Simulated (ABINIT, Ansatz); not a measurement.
# NaAsF6 (Fm-3m): G0W0 with ABINIT, start to end

Aim: the G0W0 gap of NaAsF6 (Fm-3m) on LDA, step by step.

Calculated with ABINIT 10.8.3; LDA and many-body steps on it, plane waves.

### 1. The starting structure

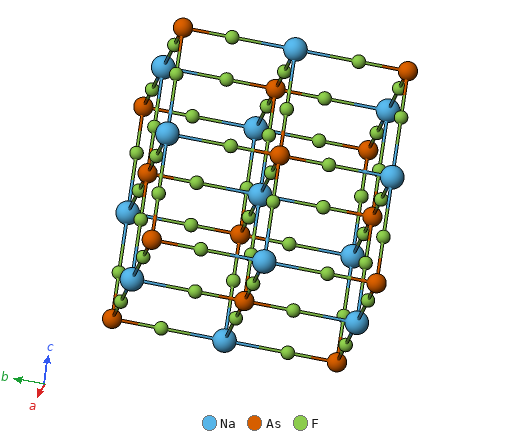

The cell as given, from a free direction (sodium blue, arsenic orange, fluorine green). This picture shows the conventional cell, with its axes. Some periodic images of atoms are drawn too.

The cell and positions are those that the Materials Project relaxed with its own functionals (PBE, PBE+U or r2SCAN), kept fixed.

### 2. Ground state

This step: ABINIT 10.8.3; DFT, LDA, plane waves, norm-conserving pseudopotentials.

The ground-state density comes first.

Input file run.abi:

```
acell 3*1.0 Angstrom
rprim 
  -0.000000000000 3.983049320000 3.983049320000
  3.983049320000 -0.000000000000 3.983049320000
  3.983049320000 3.983049320000 0.000000000000
ntypat 3
znucl 11 33 9
natom 8
typat 1 2 3 3 3 3 3 3
xred 
  0.500000000000 0.500000000000 0.500000000000
  0.000000000000 0.000000000000 0.000000000000
  0.781629880000 0.781629880000 0.218370120000
  0.218370120000 0.781629880000 0.218370120000
  0.781629880000 0.218370120000 0.218370120000
  0.218370120000 0.218370120000 0.781629880000
  0.781629880000 0.218370120000 0.781629880000
  0.218370120000 0.781629880000 0.781629880000
pp_dirpath "pseudos"
pseudos "Na.upf, As.upf, F.upf"
ecut 38
ngkpt 4 4 4
nshiftk 1
shiftk 0 0 0
kptopt 1
chksymbreak 0
nband 41
occopt 1
tolvrs 1e-10
nstep 60
prtwf 0
optforces 0
optstress 0
indata_prefix "in"
outdata_prefix "out"
tmpdata_prefix "tmp"
```

Run with:

```sh
$ OMP_NUM_THREADS=1 mpirun -n 4 abinit run.abi > log
```

Numbers of over 12 decimals in the logs are rounded to 6 here.

The program printed:

```text
.Version 10.8.3 of ABINIT. v10.8.2 released Aug 2026.

 Symmetries : space group Fm -3 m (#225); Bravais cF (face-center cubic)
================================================================================
 Values of the parameters that define the memory need of the present run
     intxc =       0    ionmov =       0      iscf =       7    lmnmax =       6
     lnmax =       6     mgfft =      60  mpssoang =       3    mqgrid =    3001
     natom =       8  nloc_mem =       1    nspden =       1   nspinor =       1
    nsppol =       1      nsym =      48    n1xccc =    2501    ntypat =       3
    occopt =       1   xclevel =       1
-    mband =          41        mffmem =           1         mkmem =           2
       mpw =        9573          nfft =      216000          nkpt =           8
================================================================================
  Rough estimation (10% accuracy) of disk space for files :
================================================================================

--------------------------------------------------------------------------------
------------- Echo of variables that govern the present computation ------------
--------------------------------------------------------------------------------
 -outvars: echo values of preprocessed input variables --------
            acell      1.8897261259E+00  1.8897261259E+00  1.8897261259E+00 Bohr

      chksymbreak           0
             ecut      3.80000000E+01 Hartree
-          fftalg         312

              ixc       -1012
              kpt      0.00000000E+00  0.00000000E+00  0.00000000E+00
                       2.50000000E-01  0.00000000E+00  0.00000000E+00
                       5.00000000E-01  0.00000000E+00  0.00000000E+00
                       2.50000000E-01  2.50000000E-01  0.00000000E+00
                       5.00000000E-01  2.50000000E-01  0.00000000E+00
                      -2.50000000E-01  2.50000000E-01  0.00000000E+00
                       5.00000000E-01  5.00000000E-01  0.00000000E+00
                      -2.50000000E-01  5.00000000E-01  2.50000000E-01
         kptrlatt        4    0    0      0    4    0      0    0    4
          kptrlen      4.25784199E+01
P           mkmem           2
            natom           8
            nband          41
            ngfft          60      60      60
             nkpt           8
            nstep          60
             nsym          48
           ntypat           3
              occ      2.000000  2.000000  2.000000  2.000000  2.000000  2.000000
                       2.000000  2.000000  2.000000  2.000000  2.000000  2.000000
                       2.000000  2.000000  2.000000  2.000000  2.000000  2.000000
                       2.000000  2.000000  2.000000  2.000000  2.000000  2.000000
                       2.000000  2.000000  2.000000  2.000000  2.000000  2.000000
                       2.000000  2.000000  2.000000  0.000000  0.000000  0.000000
                       0.000000  0.000000  0.000000  0.000000  0.000000
        optforces           0
        optstress           0
            prtwf           0
            rprim     -0.0000000000E+00  3.9830493200E+00  3.9830493200E+00
                       3.9830493200E+00 -0.0000000000E+00  3.9830493200E+00
                       3.9830493200E+00  3.9830493200E+00  0.0000000000E+00
          spgroup         225

           tolvrs      1.00000000E-10

             xred      5.0000000000E-01  5.0000000000E-01  5.0000000000E-01
                       0.0000000000E+00  0.0000000000E+00  0.0000000000E+00
[...]
znucl       11.00000   33.00000    9.00000

================================================================================

 chkinp: Checking input parameters for consistency.

================================================================================
== DATASET  1 ==================================================================
-   mpi_nproc: 4, omp_nthreads: 1 (-1 if OMP is not activated)

--- !DatasetInfo
iteration_state: {dtset: 1, }
dimensions: {natom: 8, nkpt: 8, mband: 41, nsppol: 1, nspinor: 1, nspden: 1, mpw: 9573, }
cutoff_energies: {ecut:  38.0, pawecutdg:  -1.0, }
electrons: {nelect:   6.60000000E+01, charge:   0.00000000E+00, occopt:   1.00000000E+00, tsmear:   1.00000000E-02, }

 Real(R)+Recip(G) space primitive vectors, cartesian coordinates (Bohr,Bohr^-1):
 R(1)=  0.0000000  7.5268724  7.5268724  G(1)= -0.0664287  0.0664287  0.0664287
 R(2)=  7.5268724  0.0000000  7.5268724  G(2)=  0.0664287 -0.0664287  0.0664287
 R(3)=  7.5268724  7.5268724  0.0000000  G(3)=  0.0664287  0.0664287 -0.0664287
 Unit cell volume ucvol=  8.5285196E+02 bohr^3
 Angles (23,13,12)=  6.00000000E+01  6.00000000E+01  6.00000000E+01 degrees

 getcut: wavevector=  0.0000  0.0000  0.0000  ngfft=  60  60  60
         ecut(hartree)=     38.000   => boxcut(ratio)=   2.03126

--- Pseudopotential description ------------------------------------------------
- Na Generated using ONCVPSP code by D. R. Hamann
- 11.00000   9.00000  180309                  znucl, zion, pspdat
12 -1012 1 -1 1968                            pspcod,pspxc,lmax,lloc,mmax
     nproj     2     2     0
  pspatm : epsatm=    9.37365322
         --- l  ekb(1:nproj) -->
[...]
pspatm: atomic psp has been read  and splines computed

[...]
- F Generated using ONCVPSP code by D. R. Hamann
-  9.00000   7.00000  201202                  znucl, zion, pspdat
12 -1012 2 -1 824                             pspcod,pspxc,lmax,lloc,mmax
     nproj     2     2     1
  pspatm : epsatm=    4.94580260
         --- l  ekb(1:nproj) -->
[...]
2   -2.364936
 pspatm: atomic psp has been read  and splines computed

   4.42852349E+03                                ecore*ucvol(ha*bohr**3)
--------------------------------------------------------------------------------

_setup2: Arith. and geom. avg. npw (full set) are    9544.047    9544.035

================================================================================

--- !BeginCycle
iteration_state: {dtset: 1, }
solver: {iscf: 7, nstep: 60, nline: 4, wfoptalg: 0, }
tolerances: {tolvrs: 1.00E-10, }

     iter   Etot(hartree)      deltaE(h)  residm     vres2
 ETOT  1  -296.94870145731    -2.969E+02 8.026E-01 1.488E+03
 ETOT  2  -299.12704110101    -2.178E+00 2.231E-02 4.072E+02
 ETOT  3  -299.21876501639    -9.172E-02 1.063E-02 2.075E+01
 ETOT  4  -299.22552180005    -6.757E-03 1.960E-03 1.176E+00
 ETOT  5  -299.22555453793    -3.274E-05 1.275E-03 3.299E-01
 ETOT  6  -299.22557114209    -1.660E-05 3.095E-04 5.599E-02
 ETOT  7  -299.22557927485    -8.133E-06 3.258E-04 3.572E-03
 ETOT  8  -299.22557956003    -2.852E-07 9.586E-05 1.312E-04
 ETOT  9  -299.22557956458    -4.557E-09 7.076E-05 1.052E-05
 ETOT 10  -299.22557956495    -3.661E-10 2.778E-05 5.614E-07
 ETOT 11  -299.22557956500    -4.962E-11 1.790E-05 8.524E-09
 ETOT 12  -299.22557956496     3.735E-11 7.863E-06 5.266E-10
 ETOT 13  -299.22557956495     6.878E-12 6.871E-06 9.991E-12

 At SCF step   13       vres2   =  9.99E-12 < tolvrs=  1.00E-10 =>converged.

--- !ResultsGS
iteration_state: {dtset: 1, }
comment   : Summary of ground state results
lattice_vectors:
- [ -0.0000000,   7.5268724,   7.5268724, ]
- [  7.5268724,  -0.0000000,   7.5268724, ]
- [  7.5268724,   7.5268724,   0.0000000, ]
lattice_lengths: [  10.64460,   10.64460,   10.64460, ]
lattice_angles: [ 60.000,  60.000,  60.000, ] # degrees, (23, 13, 12)
lattice_volume:   8.5285196E+02
convergence: {deltae:  6.878E-12, res2:  9.991E-12, residm:  6.871E-06, diffor:  0.000E+00, }
etotal    :  -2.99225580E+02
entropy   :   0.00000000E+00
fermie    :  -1.45682294E-01
cartesian_stress_tensor: null
pressure_GPa: null
xred      :
- [  5.0000E-01,   5.0000E-01,   5.0000E-01, Na]
- [  0.0000E+00,   0.0000E+00,   0.0000E+00, As]
- [  7.8163E-01,   7.8163E-01,   2.1837E-01,  F]
- [  2.1837E-01,   7.8163E-01,   2.1837E-01,  F]
- [  7.8163E-01,   2.1837E-01,   2.1837E-01,  F]
- [  2.1837E-01,   2.1837E-01,   7.8163E-01,  F]
- [  7.8163E-01,   2.1837E-01,   7.8163E-01,  F]
- [  2.1837E-01,   7.8163E-01,   7.8163E-01,  F]
cartesian_forces: null
force_length_stats: {min: null, max: null, mean: null, }

 Integrated electronic density in atomic spheres:
 ------------------------------------------------
 Atom  Sphere_radius  Integrated_density
[...]
================================================================================

 ----iterations are completed or convergence reached----

 Mean square residual over all n,k,spin=   37.040E-09; max=  68.715E-07
 reduced coordinates (array xred) for    8 atoms
[...]
0.218370120000      0.781629880000      0.218370120000
       0.781629880000      0.218370120000      0.218370120000
       0.218370120000      0.218370120000      0.781629880000
       0.781629880000      0.218370120000      0.781629880000
       0.218370120000      0.781629880000      0.781629880000
 rms dE/dt=  0.0000E+00; max dE/dt=  0.0000E+00; dE/dt below (all hartree)
    1       0.000000000000      0.000000000000      0.000000000000
    2       0.000000000000      0.000000000000      0.000000000000
    3       0.000000000000      0.000000000000      0.000000000000
    4       0.000000000000      0.000000000000      0.000000000000
    5       0.000000000000      0.000000000000      0.000000000000
    6       0.000000000000      0.000000000000      0.000000000000
    7       0.000000000000      0.000000000000      0.000000000000
    8       0.000000000000      0.000000000000      0.000000000000

 cartesian coordinates (angstrom) at end:
    1      3.983049     3.983049     3.983049
    2      0.000000     0.000000     0.000000
    3      3.983049     3.983049     6.226541
    4      3.983049     1.739558     3.983049
    5      1.739558     3.983049     3.983049
    6      3.983049     3.983049     1.739558
    7      3.983049     6.226541     3.983049
    8      6.226541     3.983049     3.983049
 length scales=  1.889726125908  1.889726125908  1.889726125908 bohr
              =  1.000000000000  1.000000000000  1.000000000000 angstroms
 prteigrs : about to open file out_EIG
 Fermi (or HOMO) energy (hartree) =  -0.14568   Average Vxc (hartree)=  -0.31523
 Eigenvalues (hartree) for nkpt=   8  k points:
 kpt#   1, nband= 41, wtk=  0.01563, kpt=  0.0000  0.0000  0.0000 (reduced coord)
  -1.83367   -1.44141   -1.44141   -1.43552   -1.43552   -1.43552   -0.95800   -0.89718
  -0.89718   -0.89718   -0.86283   -0.86283   -0.82195   -0.82195   -0.82195   -0.46336
  -0.32005   -0.32005   -0.32005   -0.23524   -0.23524   -0.23524   -0.21885   -0.21885
  -0.17862   -0.17862   -0.17862   -0.17460   -0.17460   -0.17460   -0.14568   -0.14568
  -0.14568    0.04858    0.19520    0.27867    0.27867    0.27867    0.30817    0.39600
   0.39600
 prteigrs : prtvol=0 or 1, do not print more k-points.

--- !EnergyTerms
iteration_state     : {dtset: 1, }
comment             : Components of total free energy in Hartree
kinetic             :  2.01909367820902E+02
hartree             :  1.36029274440125E+02
xc                  : -6.25371634092078E+01
Ewald energy        : -1.25595152869072E+02
psp_core            :  5.19260518435793E+00
local_psp           : -3.71223180061109E+02
non_local_psp       : -8.30013306709506E+01
total_energy        : -2.99225579564954E+02
total_energy_eV     : -8.14234282021948E+03
band_energy         : -4.19103192581092E+01

== END DATASET(S) ==============================================================
================================================================================

 -outvars: echo values of variables after computation  --------
           etotal     -2.9922557956E+02
            nband          41
             nkpt           8
          spgroup         225
 [... the other variables as echoed above ...]

 Calculation completed.
```

It took 42 s on 4 MPI ranks of Arm Neoverse V2, shared host; peak memory 0.5 GiB.

Numbers from this step:

```yaml
total_energy: -8142.3428 eV
gap: 5.286 eV
k_of_the_valence_top: 0, 0, 0
k_of_the_conduction_bottom: 0, 0, 0
least_direct_gap: 5.286 eV
```

The gap is direct, at Γ.

(Continued in part 2 of 3.)

[Paths, hosts, dates, memory and timing lines, banners, echoed tables and standing remarks are left out of the program output.]

[Logs are printed without paths, hosts, clocks, repeated set-up lines and the standing remarks that a program may print on its own settings, such as how far it seeks lower states.]

[Runs of the session that timed out or met a known fault of the program may be left out.]

[Hosts, paths, dates, database ids (printed as entryN), source tags and the programs' standing remarks are cut or masked in the printed files.]

[G0W0 gaps are taken among the corrected bands and points alone; a level outside them can change the order at an edge.]

[Where Ansatz stands beside ABINIT at settings called matched, ABINIT's density can come from a denser mesh and the files from another edition; pairs whose starting gaps differed by over 0.03 eV were left out, so agreement reads better than it is.]
